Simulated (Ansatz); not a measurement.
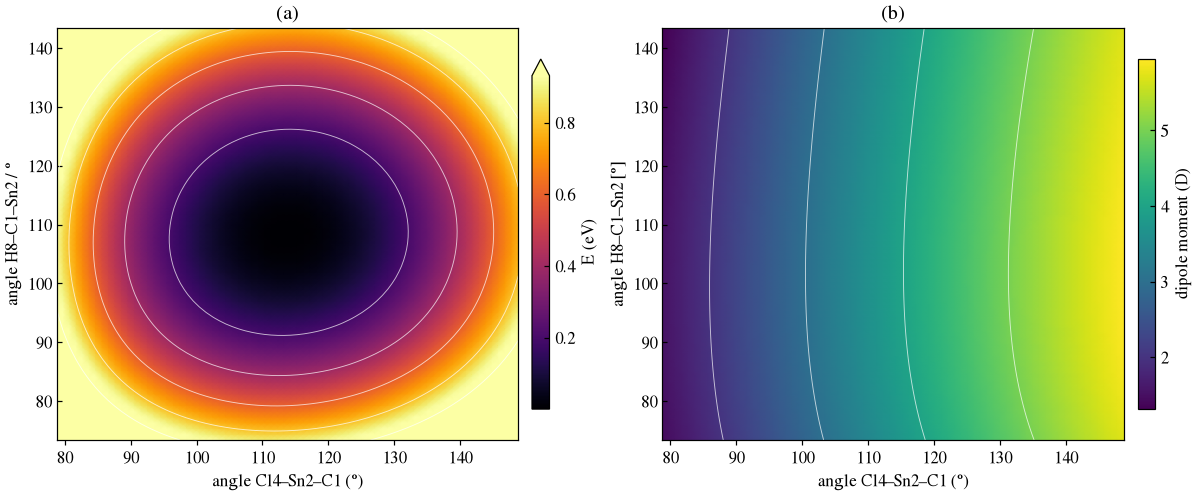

CH₃Cl₂FSn, SMILES [CH3][Sn]([F])([Cl])[Cl]. First axis: angle Cl4–Sn2–C1. Second axis: angle H8–C1–Sn2. Nothing is relaxed (all other coordinates rigid). The grid has 9 × 9 points. Energies are in eV, from the lowest grid point. The calculation used RKS B3LYP-D4/def2-SVP (Ansatz 0.2.0).

Panel (a) is the energy and panel (b) the computed dipole moment on the same grid.

In the figure: a smooth colour map with a few white contour lines, one colour for all values above the top of the scale. Between grid points the surface is interpolated.

**How does the dipole moment vary over the map, and what is it at the lowest grid point?**

Leaving out the highest fifth of the energies, it runs from 1.49 D at angle Cl4–Sn2–C1 = 78.8°, angle H8–C1–Sn2 = 117.2° to 5.94 D at angle Cl4–Sn2–C1 = 148.8°, angle H8–C1–Sn2 = 99.7°. At the lowest grid point, angle Cl4–Sn2–C1 = 113.8°, angle H8–C1–Sn2 = 108.4°, it is 3.89 D.

| angle H8–C1–Sn2 ↓, angle Cl4–Sn2–C1 → | 78.8 | 87.5 | 96.3 | 105.0 | 113.8 | 122.5 | 131.3 | 140.0 | 148.8 |
| --- | --- | --- | --- | --- | --- | --- | --- | --- | --- |
| 143.4 | 1.31 | 1.90 | 2.52 | 3.11 | 3.70 | 4.25 | 4.78 | 5.27 | 5.71 |
| 134.7 | 1.38 | 1.96 | 2.58 | 3.17 | 3.76 | 4.32 | 4.85 | 5.34 | 5.78 |
| 125.9 | 1.44 | 2.02 | 2.63 | 3.23 | 3.82 | 4.38 | 4.91 | 5.40 | 5.85 |
| 117.2 | 1.49 | 2.06 | 2.67 | 3.27 | 3.86 | 4.42 | 4.96 | 5.45 | 5.90 |
| 108.4 | 1.52 | 2.09 | 2.70 | 3.30 | 3.89 | 4.45 | 4.99 | 5.49 | 5.93 |
| 99.7 | 1.54 | 2.10 | 2.71 | 3.31 | 3.90 | 4.46 | 5.00 | 5.50 | 5.94 |
| 90.9 | 1.53 | 2.09 | 2.69 | 3.28 | 3.87 | 4.43 | 4.97 | 5.47 | 5.92 |
| 82.2 | 1.50 | 2.05 | 2.64 | 3.23 | 3.81 | 4.37 | 4.90 | 5.40 | 5.85 |
| 73.4 | 1.44 | 1.97 | 2.54 | 3.12 | 3.69 | 4.24 | 4.77 | 5.27 | 5.72 |
